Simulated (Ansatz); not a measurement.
Species, as SMILES: FOF.
Geometry (B3LYP-D3(BJ)/def2-TZVP, fixed):
```xyz
3

F      0.0392     1.1006    -0.2795
O     -0.0196     0.0082     0.5973
F     -0.0218    -1.1078    -0.2514
```

Basis-set convergence of the dipole moment at MP2 with Ansatz (a first-principles code). Dipoles come from the density behind the forces; the sign is taken along the dipole that this method gives in the largest set. The reference of a correlated method is not its basis-set limit, which lies further on. Cartesian d functions, on some or all atoms, in 6-31+G*; all else is spherical. Cores are frozen. A restricted Hartree-Fock determinant is unstable towards unrestricted orbitals. No added dispersion term, no relativity. Reference: the value in aug-pcseg-3, 0.302 D, itself unsure by roughly 0.002 D (its mean distance from aug-cc-pVQZ, def2-QZVPPD). Deviations are taken from unrounded values.

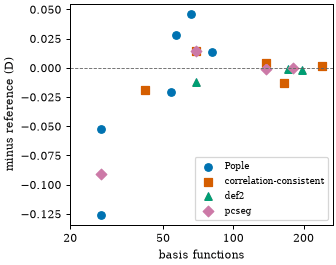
Fig. 1. Deviation from the reference against the number of basis functions, by family of sets.

```json
[
 {"basis": "3-21G", "functions": "27", "dipole moment (D)": "0.177", "minus reference (D)": "-0.126"},
 {"basis": "6-31G", "functions": "27", "dipole moment (D)": "0.250", "minus reference (D)": "-0.053"},
 {"basis": "pcseg-0", "functions": "27", "dipole moment (D)": "0.212", "minus reference (D)": "-0.090"},
 {"basis": "cc-pVDZ", "functions": "42", "dipole moment (D)": "0.283", "minus reference (D)": "-0.019"},
 {"basis": "6-311G**", "functions": "54", "dipole moment (D)": "0.282", "minus reference (D)": "-0.021"},
 {"basis": "6-31+G*", "functions": "57", "dipole moment (D)": "0.330", "minus reference (D)": "0.028"},
 {"basis": "6-311+G**", "functions": "66", "dipole moment (D)": "0.349", "minus reference (D)": "0.046"},
 {"basis": "aug-cc-pVDZ", "functions": "69", "dipole moment (D)": "0.317", "minus reference (D)": "0.015"},
 {"basis": "aug-pcseg-1", "functions": "69", "dipole moment (D)": "0.317", "minus reference (D)": "0.014"},
 {"basis": "def2-SVPD", "functions": "69", "dipole moment (D)": "0.291", "minus reference (D)": "-0.012"},
 {"basis": "6-311++G(2d,2p)", "functions": "81", "dipole moment (D)": "0.316", "minus reference (D)": "0.014"},
 {"basis": "aug-cc-pVTZ", "functions": "138", "dipole moment (D)": "0.307", "minus reference (D)": "0.004"},
 {"basis": "aug-pcseg-2", "functions": "138", "dipole moment (D)": "0.301", "minus reference (D)": "-0.001"},
 {"basis": "cc-pVQZ", "functions": "165", "dipole moment (D)": "0.289", "minus reference (D)": "-0.013"},
 {"basis": "def2-QZVPP", "functions": "171", "dipole moment (D)": "0.302", "minus reference (D)": "-0.001"},
 {"basis": "pcseg-3", "functions": "180", "dipole moment (D)": "0.302", "minus reference (D)": "0.000"},
 {"basis": "def2-QZVPPD", "functions": "198", "dipole moment (D)": "0.300", "minus reference (D)": "-0.002"},
 {"basis": "aug-cc-pVQZ", "functions": "240", "dipole moment (D)": "0.304", "minus reference (D)": "0.002"}
]
```
